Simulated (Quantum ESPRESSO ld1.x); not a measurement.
## La²⁺: atomic calculation

The lanthanum ion La²⁺ in the configuration [Kr] 4d10 5s2 5p5 5d1 6p1 (high spin). Computed at this level: scalar-relativistic Kohn-Sham, LDA (Slater exchange, VWN5 correlation), spin-polarised, spherical densities, point nucleus (Quantum ESPRESSO ld1.x 7.5).

### Input
```
 &input
    atom='La',
    iswitch=1,
    rel=1,
    lsd=1,
    dft='SLA-VWN',
    config='[Kr] 4d10 5s2 5p5 5d1 6p1',
    verbosity='high',
    prefix='ld1',
    max_out_wfc=37,
    file_charge='ld1.rho',
 /
```

### The program's output
```
     Program LD1 v.7.5 starts

     --------------------------- All-electron run ----------------------------

     scalar relativistic calculation

     atomic number is 57.00
     dft =SLA-VWN   lsd =1 sic =0 latt =0  beta=0.20 tr2=1.0E-14
     Exchange-correlation= SLA-VWN
                           (   1   2   0   0   0   0   0)
     mesh =2083 r(mesh) = 100.78089 a.u. xmin = -8.00 dx = 0.00800
     1 Ry =  13.60569312 eV, c = 137.03599908

     n l     nl                  e(Ry)          e(Ha)          e(eV)
     1 0     1S 1( 1.00)   -2846.735839812   -1423.367919906 -38731.8142387
     2 0     2S 1( 1.00)    -454.451223571    -227.225611786  -6183.1238873
     2 1     2P 1( 3.00)    -407.661520713    -203.830760357  -5546.5175489
     3 0     3S 1( 1.00)     -98.286479487     -49.143239743  -1337.2556780
     3 1     3P 1( 3.00)     -83.343849943     -41.671924971  -1133.9508460
     4 0     4S 1( 1.00)     -20.948790441     -10.474395221   -285.0228140
     4 1     4P 1( 3.00)     -16.083460283      -8.041730142   -218.8266250
     3 2     3D 1( 5.00)     -61.816982212     -30.908491106   -841.0628898
     4 2     4D 1( 5.00)      -9.041272453      -4.520636227   -123.0127784
     5 0     5S 1( 1.00)      -4.225325088      -2.112662544    -57.4884765
     5 1     5P 1( 3.00)      -2.967691986      -1.483845993    -40.3775064
     5 2     5D 1( 1.00)      -1.389254947      -0.694627473    -18.9017765
     6 1     6P 1( 1.00)      -0.906525702      -0.453262851    -12.3339105
     1 0     1S 2( 1.00)   -2846.729824236   -1423.364912118 -38731.7323926
     2 0     2S 2( 1.00)    -454.444672834    -227.222336417  -6183.0347600
     2 1     2P 2( 3.00)    -407.654083838    -203.827041919  -5546.4163650
     3 0     3S 2( 1.00)     -98.279172771     -49.139586385  -1337.1562651
     3 1     3P 2( 3.00)     -83.335953878     -41.667976939  -1133.8434146
     4 0     4S 2( 1.00)     -20.932914334     -10.466457167   -284.8068086
     4 1     4P 2( 3.00)     -16.066709194      -8.033354597   -218.5987148
     3 2     3D 2( 5.00)     -61.808783720     -30.904391860   -840.9513436
     4 2     4D 2( 5.00)      -9.020187540      -4.510093770   -122.7259036
     5 0     5S 2( 1.00)      -4.136607591      -2.068303795    -56.2814134
     5 1     5P 2( 2.00)      -2.870763002      -1.435381501    -39.0587204
     5 2     5D 2( 0.00)      -1.287566125      -0.643783062    -17.5182296
     6 1     6P 2( 0.00)      -0.830375340      -0.415187670    -11.2978321

     final scf error:  4.8E-15 reached in  29 iterations

     Etot =  -16970.645026 Ry,   -8485.322513 Ha, -230897.388326 eV
     Total magnetization:    3.00 Bohr mag.

     Ekin =   17947.453485 Ry,    8973.726742 Ha,  244187.544455 eV
     Encl =  -41007.706767 Ry,  -20503.853383 Ha, -557938.273943 eV
     Eh   =    6481.751902 Ry,    3240.875951 Ha,   88188.727275 eV
     Exc  =    -392.143646 Ry,    -196.071823 Ha,   -5335.386113 eV

     normalization and overlap integrals

     s(1S/1S) =  1.000000  <r> =   0.0251  <r2> =    0.0009  r(max) =   0.0161
     s(1S/2S) = -0.017648
     s(1S/3S) = -0.007533
     s(1S/4S) = -0.003576
     s(1S/5S) = -0.001535
     s(2S/2S) =  1.000000  <r> =   0.1075  <r2> =    0.0136  r(max) =   0.0912
     s(2S/3S) = -0.004677
     s(2S/4S) = -0.002130
     s(2S/5S) = -0.000907
     s(2P/2P) =  1.000000  <r> =   0.0943  <r2> =    0.0108  r(max) =   0.0729
     s(2P/3P) = -0.003801
     s(2P/4P) = -0.001637
     s(2P/5P) = -0.000643
     s(2P/6P) = -0.000271
     s(3S/3S) =  1.000000  <r> =   0.2856  <r2> =    0.0932  r(max) =   0.2600
     s(3S/4S) = -0.001466
     s(3S/5S) = -0.000606
     s(3P/3P) =  1.000000  <r> =   0.2835  <r2> =    0.0931  r(max) =   0.2559
     s(3P/4P) = -0.001253
     s(3P/5P) = -0.000479
     s(3P/6P) = -0.000201
     s(4S/4S) =  1.000000  <r> =   0.6544  <r2> =    0.4832  r(max) =   0.6071
     s(4S/5S) = -0.000402
     s(4P/4P) =  1.000000  <r> =   0.6933  <r2> =    0.5466  r(max) =   0.6370
     s(4P/5P) = -0.000319
     s(4P/6P) = -0.000132
     s(3D/3D) =  1.000000  <r> =   0.2601  <r2> =    0.0798  r(max) =   0.2095
     s(3D/4D) = -0.000889
     s(3D/5D) = -0.000267
     s(4D/4D) =  1.000000  <r> =   0.7675  <r2> =    0.6831  r(max) =   0.6736
     s(4D/5D) = -0.000187
     s(5S/5S) =  1.000000  <r> =   1.5318  <r2> =    2.6294  r(max) =   1.3951
     s(5P/5P) =  1.000000  <r> =   1.7481  <r2> =    3.4434  r(max) =   1.5604
     s(5P/6P) = -0.000069
     s(5D/5D) =  1.000000  <r> =   2.4177  <r2> =    6.6942  r(max) =   2.0482
     s(6P/6P) =  1.000000  <r> =   4.1595  <r2> =   19.2475  r(max) =   3.8534
     s(1S/1S) =  1.000000  <r> =   0.0251  <r2> =    0.0009  r(max) =   0.0161
     s(1S/2S) = -0.017648
     s(1S/3S) = -0.007533
     s(1S/4S) = -0.003576
     s(1S/5S) = -0.001544
     s(2S/2S) =  1.000000  <r> =   0.1075  <r2> =    0.0136  r(max) =   0.0912
     s(2S/3S) = -0.004677
     s(2S/4S) = -0.002130
     s(2S/5S) = -0.000912
     s(2P/2P) =  1.000000  <r> =   0.0943  <r2> =    0.0108  r(max) =   0.0729
     s(2P/3P) = -0.003801
     s(2P/4P) = -0.001637
     s(2P/5P) = -0.000647
     s(2P/6P) = -0.000261
     s(3S/3S) =  1.000000  <r> =   0.2856  <r2> =    0.0932  r(max) =   0.2600
     s(3S/4S) = -0.001466
     s(3S/5S) = -0.000609
     s(3P/3P) =  1.000000  <r> =   0.2835  <r2> =    0.0931  r(max) =   0.2559
     s(3P/4P) = -0.001254
     s(3P/5P) = -0.000481
     s(3P/6P) = -0.000193
     s(4S/4S) =  1.000000  <r> =   0.6543  <r2> =    0.4831  r(max) =   0.6071
     s(4S/5S) = -0.000404
     s(4P/4P) =  1.000000  <r> =   0.6931  <r2> =    0.5461  r(max) =   0.6370
     s(4P/5P) = -0.000321
     s(4P/6P) = -0.000127
     s(3D/3D) =  1.000000  <r> =   0.2601  <r2> =    0.0798  r(max) =   0.2095
     s(3D/4D) = -0.000890
     s(3D/5D) = -0.000267
     s(4D/4D) =  1.000000  <r> =   0.7663  <r2> =    0.6808  r(max) =   0.6736
     s(4D/5D) = -0.000187
     s(5S/5S) =  1.000000  <r> =   1.5268  <r2> =    2.6134  r(max) =   1.3951
     s(5P/5P) =  1.000000  <r> =   1.7434  <r2> =    3.4267  r(max) =   1.5604
     s(5P/6P) = -0.000067
     s(5D/5D) =  1.000000  <r> =   2.4273  <r2> =    6.7654  r(max) =   2.0482
     s(6P/6P) =  1.000000  <r> =   4.2840  <r2> =   20.4563  r(max) =   3.9470

     ------------------------ End of All-electron run ------------------------
```

### Orbitals

```
orbital  occupation  energy (eV)  ⟨r⟩ (bohr)  outer maximum (bohr)
  1s up           1     −38731.8     0.02509                0.0161
1s down           1     −38731.7     0.02509                0.0161
  2s up           1      −6183.1      0.1075                0.0912
2s down           1      −6183.0      0.1075                0.0912
  2p up           3      −5546.5     0.09428                0.0729
2p down           3      −5546.4     0.09428                0.0729
  3s up           1      −1337.3      0.2856                 0.260
3s down           1      −1337.2      0.2856                 0.260
  3p up           3      −1134.0      0.2835                 0.256
3p down           3      −1133.8      0.2835                 0.256
  3d up           5     −841.063      0.2601                 0.209
3d down           5     −840.951      0.2601                 0.209
  4s up           1     −285.023      0.6544                 0.607
4s down           1     −284.807      0.6543                 0.607
  4p up           3     −218.827      0.6933                 0.637
4p down           3     −218.599      0.6931                 0.637
  4d up           5     −123.013      0.7675                 0.674
4d down           5     −122.726      0.7663                 0.674
  5s up           1      −57.488       1.532                  1.40
5s down           1      −56.281       1.527                  1.40
  5p up           3      −40.378       1.748                  1.56
5p down           2      −39.059       1.743                  1.56
  5d up           1      −18.902       2.418                  2.05
5d down           0      −17.518       2.427                  2.05
  6p up           1      −12.334       4.159                  3.85
6p down           0      −11.298       4.284                  3.95
```

### Slater integrals of the outer shells (hartree)

```
 integral   value
F0(6p,6p)  0.2159
F2(6p,6p)  0.1191
F0(6p,5d)  0.2553
F2(6p,5d)  0.0987
G1(6p,5d)  0.0477
G3(6p,5d)  0.0399
F0(6p,5p)  0.2683
F2(6p,5p)  0.0750
```

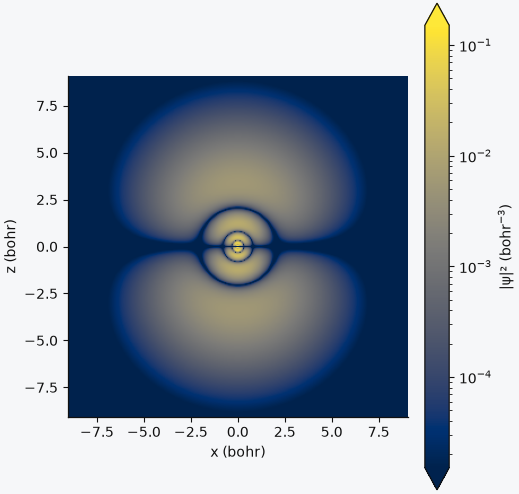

*The 6p(z) orbital of down spin. In the xz plane through the nucleus, the colour gives |ψ|² on a logarithmic scale. The radial function comes from the spherical calculation and is multiplied by a real spherical harmonic; the overall sign is chosen so that the largest lobe of P(r) is positive; at the scalar-relativistic level it is the large component.*

It has the nodal plane xy and 4 radial nodes, at r = 0.109, 0.323, 0.803 and 2.07 bohr; only the outer 3 can be made out at this scale. The outermost maximum of P² lies at 3.95 bohr, ⟨r⟩ = 4.28 bohr, 90 % of the charge lies within 6.09 bohr, and the eigenvalue is −11.3 eV (the orbital is empty).

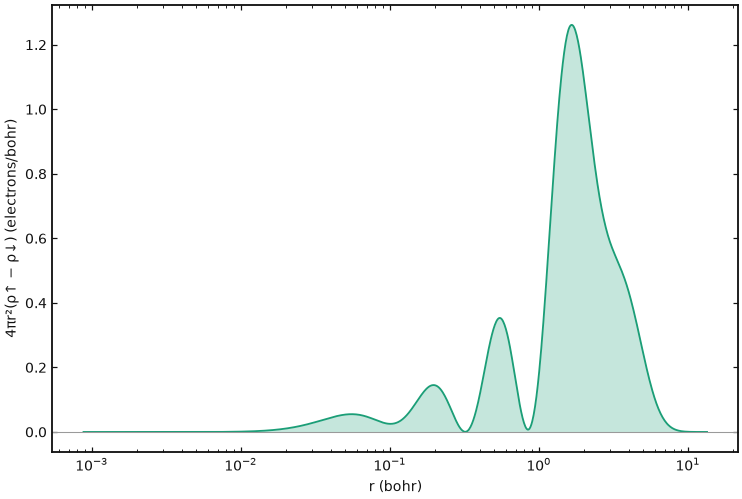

*The radial spin density.*

The curve integrates to 3 unpaired electrons, held by 5p (+1), 5d (+1) and 6p (+1). Its largest value, 1.26 electrons/bohr, lies near r = 1.7 bohr. Regions of the opposite sign are negligible.

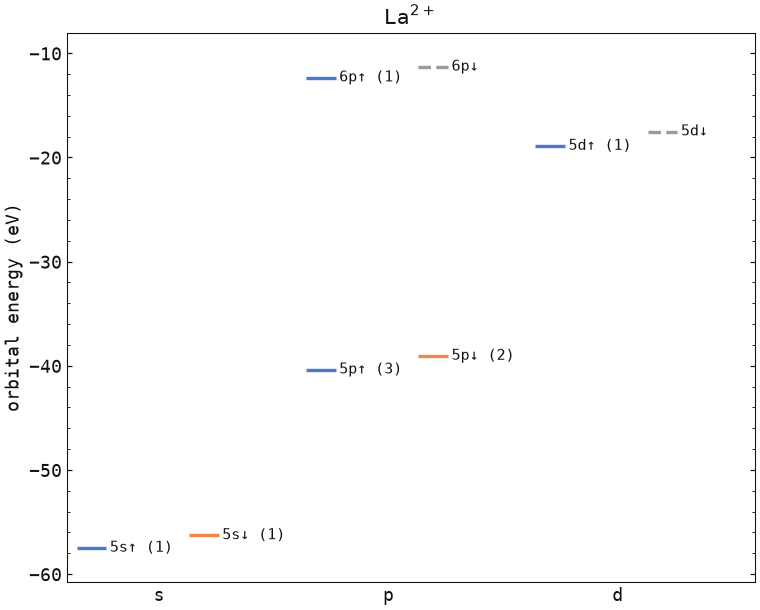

*The outer levels are drawn (occupations in brackets, up spins at the left of each column and down spins at the right, empty levels dashed).*

The highest occupied level is 6p up at −12.3 eV. From the top down the occupied levels run 6p up (−12.3 eV), 5d up (−18.9 eV), 5p down (−39.1 eV), 5p up (−40.4 eV), 5s down (−56.3 eV), 5s up (−57.5 eV). The lowest empty level drawn is 5d down at −17.5 eV. The largest exchange splitting (down less up) among the shells drawn in both spins is that of 5d, 1.38 eV. The order isn't aufbau: the empty 5d down level lies under the highest occupied one.

### Key numbers

```
                       quantity                      value
                        outcome                  converged
                   total energy         −8485.3225 hartree
                 kinetic energy          8973.7267 hartree
        electron–nucleus energy        −20503.8534 hartree
                 Hartree energy          3240.8760 hartree
    exchange–correlation energy        −196.071823 hartree
radius at density 0.001 e/bohr³                  4.79 bohr
                 SCF iterations                         29
                       hardware  1 CPU thread, shared host
```
